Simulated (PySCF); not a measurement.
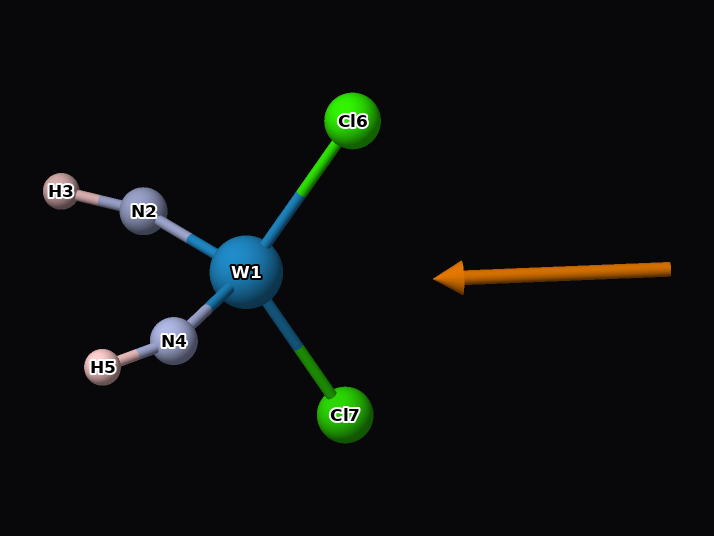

The arrow beside the molecule shows the direction of the dipole moment, from the negative to the positive end (its length means nothing). The species is neutral and a spin singlet. The geometry was computed by an optimisation with PBE0-D3(BJ)/def2-SVP. No frequency run is at hand to confirm it as a minimum. Method: PBE0/pcSseg-1 (def2-TZVP on W), gas phase, core potentials on W (PySCF 2.14.0).

How large is the dipole moment?

Answer. 2.96 D; it points from the side of Cl6, Cl7 to the side of H3, H5 (the outermost atoms at the two ends).
